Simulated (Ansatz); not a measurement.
# KI (Fm-3m): a volume series of phonon spectra

Wanted: mode Grüneisen parameters of KI and a free-energy fit over volumes.

What experiment has found for this phase:
- volume expansion coefficient 113.7 1e-6/K near room temperature (given in “Descriptors for thermal expansion in solids”, 2017, arXiv:1701.03966)

Method: DFT LDA, scalar-relativistic, plane waves, PAW, in Ansatz 0.2.0.

## Step 1: Set-up

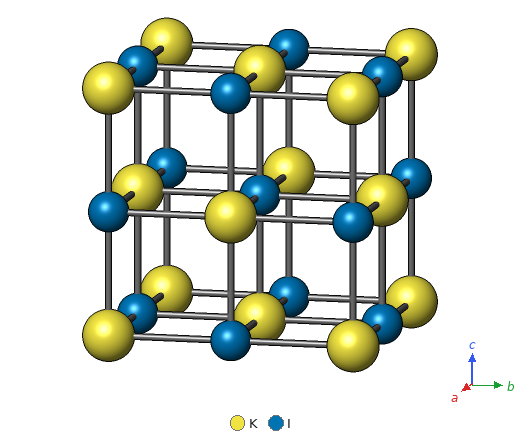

The starting structure, seen slightly off an axis (potassium yellow, iodine blue). This picture shows the conventional cell, with its axes. Some periodic images of atoms are drawn too.

## Step 2: Probe on a coarse mesh

A cheap single point shows whether the cell is a metal or an insulator and how far it is from rest; that sets the k-mesh and the occupations of what follows.

File input.yaml:

```yaml
crystal:
  lattice:
    - [0.0, 3.532775, 3.532775]
    - [3.532775, 0.0, 3.532775]
    - [3.532775, 3.532775, 0.0]
  atoms:
    - { symbol: K, position: [0.0, 0.0, 0.0] }
    - { symbol: I, position: [0.5, 0.5, 0.5] }
kpoints:
  mp_grid: { grid: [4, 4, 4] }
hamiltonian:
  xc: lda
scf:
  occupations: { method: gaussian, width: 0.1 }
  lower_state_search: "off"
output:
  forces: true
  stress: true
  eigenvalues: true
```

Launch:

```
> ansatz run input.yaml --threads 4 --pin off --max-ram 16384MiB --backend cpu --events-out ev --progress --plain --runs-dir out
```

Numbers of over 12 decimals in the logs are rounded to 6 here.

The program printed:

```text
Engine: ansatz 0.2.0, aarch64-unknown-linux-gnu
Pseudopotentials: kind: paw
Pseudopotential: K, paw, valence charge 9, recommended cutoff 420 eV (normal), K.paw.azcp
Pseudopotential: I, paw, valence charge 17, recommended cutoff 420 eV (normal), I.paw.azcp
Functional definition: SPW92
  exchange = slater_x
  correlation = pw_c
Crystal: 2 atoms, lattice volume = 88.182 Å³
Basis set: ecut = 420 eV, 1759 PW (Γ)
Bands: 17, of which v1, the nominal top of the filled ones, is band 13 counted from 1 (12 counted from 0)
Symmetry: 48 space group operations
Space group: Fm-3m (ITA 225), of the structure as read, at distance tolerance 4.5e-5 Å
k-points: 8 of 64
Non-local potential: K, projectors of the file, l = 0: 3, l = 1: 2, l = 2: 2
Non-local potential: I, projectors of the file, l = 0: 2, l = 1: 2, l = 2: 2, l = 3: 2
PAW form: soft (Blöchl's): semilocal exchange-correlation on the pseudo side does not see the compensation charge
PAW frozen core: K, regenerated for the run's functional, and the local potential with it (the file was generated under x = pbe(κ = 0.804, μ = 0.219515), c = pbe(β = 0.066725))
PAW frozen core: I, regenerated for the run's functional, and the local potential with it (the file was generated under x = pbe(κ = 0.804, μ = 0.219515), c = pbe(β = 0.066725))
PAW one-centre angular grid: K, 110 points (default); XC on 64 Gauss nodes
PAW one-centre angular grid: I, 590 points (default); XC on 64 Gauss nodes
Initial density: superposition of atomic densities (neutral atoms: chi_scale 0, normalization atom), corrected by the library's trained network
Initial wavefunctions: pseudopotential atomic-orbital guess
Functional: x = slater, c = lda
SCF iter   1: F=—  HF=-8855.058116 eV  |F-HF|=—  |Δ(HF+E_count)|=         —  Δρ=4.31e-3  dr2=7.36e-3  ethr=1.77e-3  ⟨swp⟩=6.4  Hψ=763  notcnv=0
preconditioner: auto → none  [insulator: Δε(μ)=3.589 eV  Ē_g=13.460 eV  σ=0.100 eV  W_gap=1.00  n_scr=14 (ndim 8)  ℏωp=14.8 eV  f_vac=0.139  D(μ)=0.00/eV (n_scr^D=0)  ε∞_Penn≈2.2]
SCF iter   2: F=—  HF=-8855.055429 eV  |F-HF|=—  |Δ(HF+E_count)|=   2.69e-3  Δρ=2.15e-3  dr2=1.72e-3  ethr=2.83e-5  ⟨swp⟩=2.0  Hψ=243  notcnv=0
SCF iter   3: F=—  HF=-8855.055400 eV  |F-HF|=—  |Δ(HF+E_count)|=   2.95e-5  Δρ=6.36e-4  dr2=6.39e-4  ethr=6.60e-6  ⟨swp⟩=2.0  Hψ=240  notcnv=0
SCF iter   4: F=—  HF=-8855.055102 eV  |F-HF|=—  |Δ(HF+E_count)|=   2.97e-4  Δρ=1.40e-4  dr2=2.32e-5  ethr=2.46e-6  ⟨swp⟩=3.0  Hψ=240  notcnv=0
SCF iter   5: F=—  HF=-8855.055087 eV  |F-HF|=—  |Δ(HF+E_count)|=   1.49e-5  Δρ=2.57e-5  dr2=7.37e-7  ethr=8.94e-8  ⟨swp⟩=2.0  Hψ=240  notcnv=0
SCF iter   6: F=-8855.055087 eV  HF=-8855.055087 eV  |F-HF|=4.19e-9  |Δ(HF+E_count)|=   3.67e-7  Δρ=4.17e-6  dr2=8.36e-9  ethr=3.85e-10  ⟨swp⟩=7.2  Hψ=690  notcnv=0
SCF 1 converged in 6 iterations: F = -8855.055087 eV  dr2 = 8.36e-9
  greatest PAW one-centre occupation: 1.000 electrons in one spin orbital (limit 2), on the I atom at site 1 (counted from 0), in its partial waves of l = 2
SCF converged after 6 iterations
Free energy (F): -8855.055087 eV
Harris-Foulkes:  -8855.055087 eV  (|F-HF|=4.19e-9)
Internal energy: -8855.055087 eV  (E = F + TS)
E sigma→0 (E₀):  -8855.055087 eV
Fermi energy:    3.803860 eV
--- Per-component energies (eV) ---
  E_band       = -527.480400
  E_kinetic    = 443.126764
  E_local      = -2837.770020  (includes V_loc(G=0)·N_el)
  E_nonlocal   = -69.792785
  E_hartree    = 1340.208690
  E_xc         = -260.082891
  E_vxc        = -291.967389  (∫ρ·V_xc dr)
  E_paw        = -5403.351261  (= ΣΔE_a)
  E_vpaw       = -451.491451  (= ΣTr[D̂ρ^β])
  E_aug_tail   = 0.000059  (compensation charges beyond the density's cutoff)
  E_ewald      = -2068.432357
  E_core_change = 1.038715  (= ΣΔE_core)
  E_smearing   = -0.000000  (= −TS)
  E_closure    = 0.000000  (closes the sum)
  Σ components = -8855.055087   (vs F -8855.055087, Δ=0.00e0)
--- Forces (eV/Å), atoms counted from 1 ---
  atom   1  K     -0.00000000     0.00000000    -0.00000000
  atom   2  I      0.00000000    -0.00000000     0.00000000
  max |Σ_I F_I| component: 5.23e-29 eV/Å
--- Stress (GPa, compression-positive) ---
       -1.306057      -0.000000       0.000000
       -0.000000      -1.306057       0.000000
        0.000000       0.000000      -1.306057
  P = ⅓ Tr σ = -1.3061 GPa (-13.061 kbar)
--- Band table (eV; the first three rows and the last of 8) ---
  k-point 0: bands = [... 9 lower, -8.6159, 1.9998, 1.9998, 1.9998, 5.6049, 8.3004, 8.3004, 8.3004]
  k-point 1: bands = [... 9 lower, -8.4586, 1.1936, 1.8150, 1.8150, 6.7450, 8.3421, 8.9143, 8.9143]
  k-point 2: bands = [... 9 lower, -8.3140, 0.6162, 1.6482, 1.6482, 7.2494, 9.4415, 9.9806, 9.9806]
  k-point 7: bands = [... 9 lower, -8.4050, 1.2421, 1.2421, 1.3710, 8.2401, 8.2401, 8.3955, 9.9118]
```

Wall time 1 s (4 threads of Arm Neoverse V1, shared host); peak memory 0.31 GiB.

A gap read on the k-mesh alone can miss the band edges.

This step gave:

| Property | Result |
| --- | --- |
| pressure | -1.306 GPa |
| gap on the k-mesh | 3.605 eV |
| volume per atom | 44.09 Å³/atom |

The start is under -1.3 GPa at this level and looks like an insulator or semiconductor on this mesh.

## Step 3: Finding the static equilibrium

The vibrations must be taken about the equilibrium of this functional, not about the starting cell, so the structure is relaxed.

input.yaml, the sections that differ from step 2:

```yaml
kpoints:
  mp_grid: { grid: [6, 6, 6] }
scf:
  occupations: { method: gaussian, width: 0.02 }
  lower_state_search: "off"
relax:
  adjacent_minimum: "off"
  f_tol: 0.005
  max_steps: 80
  cell: { stress_tol: 0.05 }
# crystal, hamiltonian, output: as in step 2
```

The program printed:

```text
[...]
Crystal: 2 atoms, lattice volume = 88.182 Å³
Basis set: ecut = 420 eV, 1759 PW (Γ)
Bands: 17, of which v1, the nominal top of the filled ones, is band 13 counted from 1 (12 counted from 0)
Symmetry: 48 space group operations
[...]
k-points: 16 of 216
[...]
SCF iter   1: F=—  HF=-8855.059262 eV  |F-HF|=—  |Δ(HF+E_count)|=         —  Δρ=4.31e-3  dr2=7.75e-3  ethr=1.77e-3  ⟨swp⟩=6.9  Hψ=1633  notcnv=0
[...]
SCF iter   6: F=-8855.056220 eV  HF=-8855.056220 eV  |F-HF|=1.47e-10  |Δ(HF+E_count)|=   1.33e-7  Δρ=2.18e-6  dr2=1.11e-9  ethr=3.85e-10  ⟨swp⟩=6.9  Hψ=1272  notcnv=0
SCF 1 converged in 6 iterations: F = -8855.056220 eV  dr2 = 1.11e-9
[...]
relax step   1: F+E_penalty+E_count = -8855.05622008 eV  Δ(F+E_penalty+E_count) = +0.000e0 eV  max|allowed force component| = 4.207e-29 eV/Å  Δτ_max = 0.0000 Å  P = -1.314 GPa  Ω = 88.182 Å³  (6 SCF iters, dr2 threshold 1.00e-7 eV, accepted)
Crystal: 2 atoms, lattice volume = 84.449 Å³
Basis set: ecut = 420 eV, 1639 PW (Γ)
[...]
iter 1 solved again at ethr=1.13e-5 eV; its pass at ethr=3.10e-3 eV (dr2=2.94e-3 eV) is discarded
[...]
SCF iter   5: F=-8855.082313 eV  HF=-8855.082313 eV  |F-HF|=2.07e-8  |Δ(HF+E_count)|=   5.87e-7  Δρ=8.23e-6  dr2=5.24e-8  ethr=7.69e-10  ⟨swp⟩=4.9  Hψ=1466  notcnv=0
SCF 2 converged in 5 iterations: F = -8855.082313 eV  dr2 = 5.24e-8
relax step   2: F+E_penalty+E_count = -8855.08231257 eV  Δ(F+E_penalty+E_count) = -2.609e-2 eV  max|allowed force component| = 2.076e-29 eV/Å  Δτ_max = 0.0000 Å  P = -0.873 GPa  Ω = 84.449 Å³  energy of the carried Pulay correction = +3.668e-4 eV  (5 SCF iters, dr2 threshold 2.00e-7 eV, accepted)
Crystal: 2 atoms, lattice volume = 77.922 Å³
Basis set: ecut = 420 eV, 1471 PW (Γ)
[...]
SCF iter   5: F=-8855.097018 eV  HF=-8855.097018 eV  |F-HF|=4.23e-8  |Δ(HF+E_count)|=   1.60e-6  Δρ=1.40e-5  dr2=1.40e-7  ethr=7.69e-10  ⟨swp⟩=5.5  Hψ=1506  notcnv=0
SCF 3 converged in 5 iterations: F = -8855.097018 eV  dr2 = 1.40e-7
relax step   3: F+E_penalty+E_count = -8855.09701804 eV  Δ(F+E_penalty+E_count) = -1.471e-2 eV  max|allowed force component| = 2.265e-29 eV/Å  Δτ_max = 0.0000 Å  P = +0.279 GPa  Ω = 77.922 Å³  energy of the carried Pulay correction = +1.048e-3 eV  (5 SCF iters, dr2 threshold 2.00e-7 eV, accepted)
[...]
relax step   4: F+E_penalty+E_count = -8855.09796327 eV  Δ(F+E_penalty+E_count) = -9.452e-4 eV  max|allowed force component| = 9.729e-29 eV/Å  Δτ_max = 0.0000 Å  P = -0.035 GPa  Ω = 79.408 Å³  energy of the carried Pulay correction = +8.882e-4 eV  (5 SCF iters, dr2 threshold 1.95e-7 eV, accepted)
[...]
SCF iter   5: F=-8855.097118 eV  HF=-8855.097118 eV  |F-HF|=1.82e-12  |Δ(HF+E_count)|=  1.20e-10  Δρ=1.20e-7  dr2=5.11e-12  ethr=1.00e-12  ⟨swp⟩=5.2  Hψ=1516  notcnv=0
SCF 5 converged in 5 iterations: F = -8855.097118 eV  dr2 = 5.11e-12
relax step   5: F+E_penalty+E_count = -8855.09711844 eV  Δ(F+E_penalty+E_count) = +8.448e-4 eV  max|allowed force component| = 1.141e-28 eV/Å  Δτ_max = 0.0000 Å  P = -0.038 GPa  Ω = 79.408 Å³  stress off target by 3.84e-2 GPa  SCF on the basis re-selected at this cell (its energy is not comparable with the rows above)  (5 SCF iters)
basis re-selected at this cell: Δ(F+E_penalty+E_count) = +8.448e-4 eV, ΔP = -0.003 GPa vs the last step (what re-selecting the basis moved, of the pressure what is left beyond the Pulay correction that the steps carried, after the strain that the cell walked since its last selection, with what the two solves' SCF thresholds leave and, on support functions, any second-order correction that the steps lacked; it is no m [...]
SCF converged after 5 iterations
Free energy (F): -8855.097118 eV
[...]
Internal energy: -8855.097118 eV  (E = F + TS)
E sigma→0 (E₀):  -8855.097118 eV
Fermi energy:    4.810173 eV
[...]
--- Stress (GPa, compression-positive) ---
       -0.038392      -0.000000      -0.000000
       -0.000000      -0.038392      -0.000000
       -0.000000      -0.000000      -0.038392
  P = ⅓ Tr σ = -0.0384 GPa (-0.384 kbar)
--- Band table (eV; the first three rows and the last of 16) ---
  k-point 0: bands = [... 9 lower, -7.9116, 2.8787, 2.8787, 2.8787, 6.7415, 9.1180, 9.1180, 9.1180]
  k-point 1: bands = [... 9 lower, -7.7683, 2.3414, 2.7541, 2.7541, 7.4447, 9.0654, 9.4424, 9.4424]
  k-point 2: bands = [... 9 lower, -7.5280, 1.5541, 2.5282, 2.5282, 8.1001, 9.9320, 10.2473, 10.2473]
  k-point 15: bands = [... 9 lower, -7.6210, 1.8190, 2.1883, 2.1888, 8.2396, 9.3052, 10.2348, 11.3240]
--- Relaxed structure (4 steps of the walk, 4 accepted, 1 SCFs on fresh bases) ---
  F+E_penalty+E_count = -8855.09711844 eV   max|allowed force component| = 1.141e-28 eV/Å   (the final SCF, on the basis selected at the relaxed cell)
  cell:  # Å, volume = 79.4081 Å³
    - [0, 3.411496, 3.411496]
    - [3.411496, 0, 3.411496]
    - [3.411496, 3.411496, 0]
  atoms:
    - { symbol: K, position: [0, 0, 0] }
    - { symbol: I, position: [0.500000, 0.500000, 0.500000] }
```

Run time: 2.9 s. Hardware: 4 threads; peak memory 0.35 GiB.

The steps of the relaxation:

| step | energy less that of the first step (eV) | largest force component (eV/Å) | pressure (GPa) | volume (Å³) |
| --- | --- | --- | --- | --- |
| 1 | 0.0000 | 0.0000 | -1.31 | 88.18 |
| 2 | -0.0261 | 0.0000 | -0.87 | 84.45 |
| 3 | -0.0408 | 0.0000 | 0.28 | 77.92 |
| 4 | -0.0417 | 0.0000 | -0.04 | 79.41 |
| 5* | -0.0409 | 0.0000 | -0.04 | 79.41 |

Relaxation steps marked * repeat the geometry before them on a plane-wave basis chosen anew for their cell, so energy and pressure can jump there.

The run keeps the 48 symmetry operations that it works with, so distortions that break them were not tested.

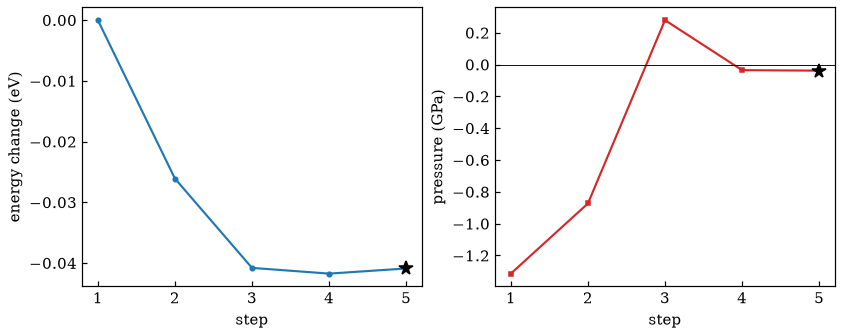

Energy and pressure along the relaxation. Stars mark steps on a basis chosen anew.

| conventional cell, symmetrised | before | after | change |
| --- | --- | --- | --- |
| a (Å) | 7.066 | 6.823 | -3.4 % |
| b (Å) | 7.066 | 6.823 | -3.4 % |
| c (Å) | 7.066 | 6.823 | -3.4 % |
| volume (Å³/atom) | 44.09 | 39.70 | -9.9 % |

The relaxed structure:

```cif
data_structure
_symmetry_space_group_name_H-M 'P 1'
_symmetry_Int_Tables_number 1
_cell_length_a 4.8246
_cell_length_b 4.8246
_cell_length_c 4.8246
_cell_angle_alpha 60.000
_cell_angle_beta 60.000
_cell_angle_gamma 60.000
_cell_volume 79.41
loop_
_atom_site_label
_atom_site_type_symbol
_atom_site_fract_x
_atom_site_fract_y
_atom_site_fract_z
_atom_site_occupancy
K1 K 0.00000 0.00000 0.00000 1
I2 I 0.50000 0.50000 0.50000 1
```

This step gave:

- pressure: -0.03839 GPa
- gap on the k-mesh: 3.863 eV
- volume per atom: 39.70 Å³/atom

The relaxation ends with a pressure of -0.04 GPa.

## Step 4: A second relaxation

The relaxation is run once more from where the first one ended, as the script does after a large change of volume or of the gap, with mesh and occupations reviewed.

input.yaml, the sections that differ from step 3:

```yaml
crystal:
  lattice:
    - [0.0, 3.4114963276, 3.4114963276]
    - [3.4114963276, 0.0, 3.4114963276]
    - [3.4114963276, 3.4114963276, 0.0]
  atoms:
    - { symbol: K, position: [0.0, 0.0, 0.0] }
    - { symbol: I, position: [0.5, 0.5, 0.5] }
output:
  forces: true
  stress: true
  eigenvalues: true
  write_density: true
  write_potential: true
  elf: true
  volumetric_format: npy
# kpoints, hamiltonian, scf, relax: as in step 3
```

The program printed:

```text
[...]
Crystal: 2 atoms, lattice volume = 79.408 Å³
Basis set: ecut = 420 eV, 1471 PW (Γ)
Bands: 17, of which v1, the nominal top of the filled ones, is band 13 counted from 1 (12 counted from 0)
Symmetry: 48 space group operations
[...]
k-points: 16 of 216
[...]
SCF iter   1: F=—  HF=-8855.100033 eV  |F-HF|=—  |Δ(HF+E_count)|=         —  Δρ=4.66e-3  dr2=8.17e-3  ethr=1.77e-3  ⟨swp⟩=7.2  Hψ=1632  notcnv=0
[...]
SCF iter   6: F=-8855.097118 eV  HF=-8855.097118 eV  |F-HF|=1.69e-10  |Δ(HF+E_count)|=   1.75e-8  Δρ=2.01e-6  dr2=9.25e-10  ethr=1.98e-10  ⟨swp⟩=6.9  Hψ=1906  notcnv=0
SCF 1 converged in 6 iterations: F = -8855.097118 eV  dr2 = 9.25e-10
[...]
relax step   1: F+E_penalty+E_count = -8855.09711844 eV  Δ(F+E_penalty+E_count) = +0.000e0 eV  max|allowed force component| = 1.995e-29 eV/Å  Δτ_max = 0.0000 Å  P = -0.038 GPa  Ω = 79.408 Å³  (6 SCF iters, dr2 threshold 1.00e-7 eV, accepted)
[...]
SCF iter   1: F=—  HF=-8855.097119 eV  |F-HF|=—  |Δ(HF+E_count)|=         —  Δρ=2.33e-6  dr2=1.25e-9  ethr=6.99e-7  ⟨swp⟩=3.0  Hψ=2331  notcnv=0
eigensolver tolerance schedule: the retry pair's looser diagonalisation over-reported the residual by 144879.07 of it (diagonalisation noise at an unbounded share of the residual, at the tolerance the schedule requests for it); recorded, not acted on — ethr = c·dr2/N_el stays at c = 1.0e-1
[...]
SCF iter   2: F=—  HF=-8855.097118 eV  |F-HF|=—  |Δ(HF+E_count)|=   4.86e-7  Δρ=9.15e-7  dr2=6.91e-10  ethr=4.82e-12  ⟨swp⟩=3.5  Hψ=720  notcnv=0
[...]
SCF iter   4: F=-8855.097118 eV  HF=-8855.097118 eV  |F-HF|=9.09e-12  |Δ(HF+E_count)|=  3.64e-11  Δρ=1.09e-7  dr2=4.56e-12  ethr=1.00e-12  ⟨swp⟩=7.1  Hψ=1424  notcnv=0
SCF 2 converged in 4 iterations: F = -8855.097118 eV  dr2 = 4.56e-12
relax step   2: F+E_penalty+E_count = -8855.09711844 eV  Δ(F+E_penalty+E_count) = -5.093e-11 eV  max|allowed force component| = 2.636e-29 eV/Å  Δτ_max = 0.0000 Å  P = -0.038 GPa  Ω = 79.408 Å³  stress off target by 3.84e-2 GPa  SCF on the basis re-selected at this cell (its energy is not comparable with the rows above)  (4 SCF iters)
basis re-selected at this cell: Δ(F+E_penalty+E_count) = -5.093e-11 eV, ΔP = -0.000 GPa vs the last step (what re-selecting the basis moved, of the pressure what is left beyond the Pulay correction that the steps carried, after the strain that the cell walked since its last selection, with what the two solves' SCF thresholds leave and, on support functions, any second-order correction that the steps lacked; it is no  [...]
SCF converged after 4 iterations
Free energy (F): -8855.097118 eV
[...]
Internal energy: -8855.097118 eV  (E = F + TS)
E sigma→0 (E₀):  -8855.097118 eV
Fermi energy:    4.810172 eV
[...]
--- Stress (GPa, compression-positive) ---
       -0.038393       0.000000      -0.000000
        0.000000      -0.038393       0.000000
        0.000000      -0.000000      -0.038393
  P = ⅓ Tr σ = -0.0384 GPa (-0.384 kbar)
--- Band table (eV; the first three rows and the last of 16) ---
  k-point 0: bands = [... 9 lower, -7.9116, 2.8787, 2.8787, 2.8787, 6.7415, 9.1180, 9.1180, 9.1180]
  k-point 1: bands = [... 9 lower, -7.7683, 2.3414, 2.7541, 2.7541, 7.4447, 9.0654, 9.4424, 9.4424]
  k-point 2: bands = [... 9 lower, -7.5280, 1.5541, 2.5282, 2.5282, 8.1001, 9.9320, 10.2473, 10.2473]
  k-point 15: bands = [... 9 lower, -7.6210, 1.8190, 2.1883, 2.1888, 8.2396, 9.3052, 10.2348, 11.3240]
--- Relaxed structure (1 steps of the walk, 1 accepted, 1 SCFs on fresh bases) ---
[...]
cell:  # Å, volume = 79.4081 Å³
    - [0.0, 3.4114963276, 3.4114963276]
    - [3.4114963276, 0.0, 3.4114963276]
    - [3.4114963276, 3.4114963276, 0.0]
  atoms:
    - { symbol: K, position: [0.0, 0.0, 0.0] }
    - { symbol: I, position: [0.5, 0.5, 0.5] }
```

Wall time 1.3 s (4 threads); peak memory 0.34 GiB; 4.1 s of CPU time.

Little changed from the start: no atom moved by 0.005 Å and no cell edge by 0.1 %.

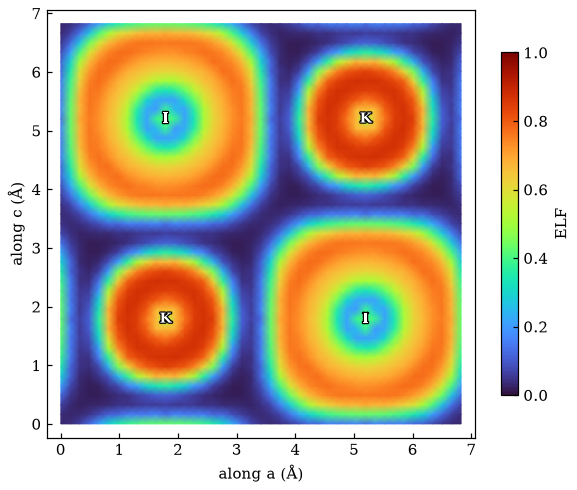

ELF in the ac plane of the conventional cell at fractional y = 0.000, with atoms of K and I within 0.2 Å of it. It is the smooth field of the valence electrons, not physical close to the nuclei. The map starts off the cell's origin, so that atoms lie inside it.

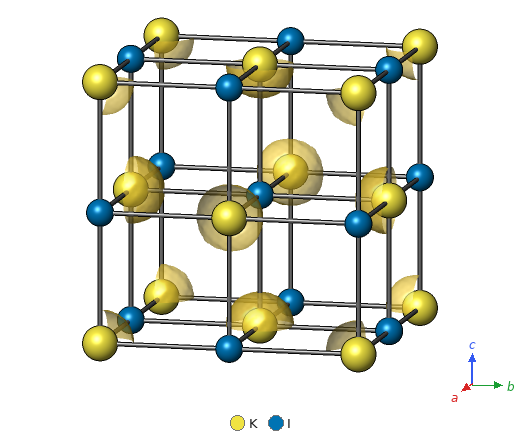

Surface of ELF = 0.8.

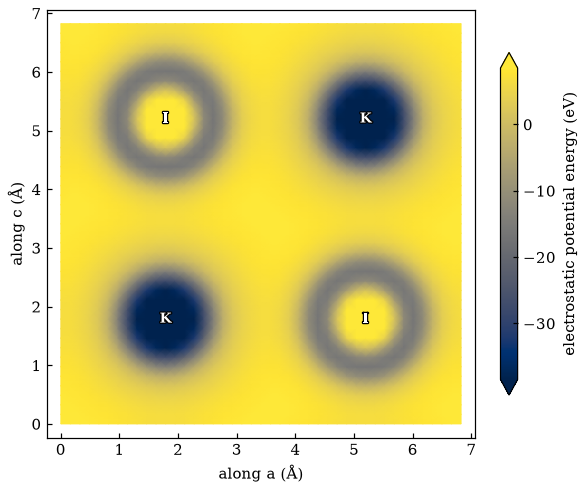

Electrostatic potential energy in the ac plane of the conventional cell at fractional y = 0.000, with atoms of K and I within 0.2 Å of it. With pseudopotentials it is smooth inside the atoms' cores, unlike the true potential. The map starts off the cell's origin, so that atoms lie inside it.

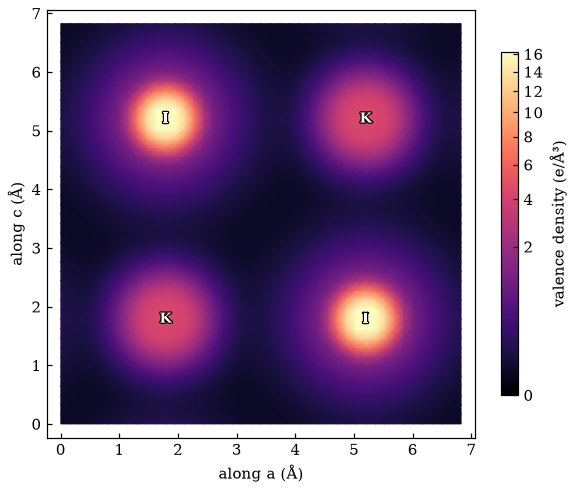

Valence density in the ac plane of the conventional cell at fractional y = 0.000, with atoms of K and I within 0.2 Å of it. It is the smooth field of the valence electrons, not physical close to the nuclei. The map starts off the cell's origin, so that atoms lie inside it. The colour scale is stretched toward low values.

(Continued in part 2 of 4.)

[Logs are printed without paths, hosts, clocks, repeated set-up lines and the standing remarks that a program may print on its own settings, such as how far it seeks lower states.]

[Hosts, paths, dates, database ids (printed as entryN), source tags and the programs' standing remarks are cut or masked in the printed files.]

[A step with changed settings may run another functional than the one named; its input shows which.]

[Of the runs on displaced cells, only some may be shown.]
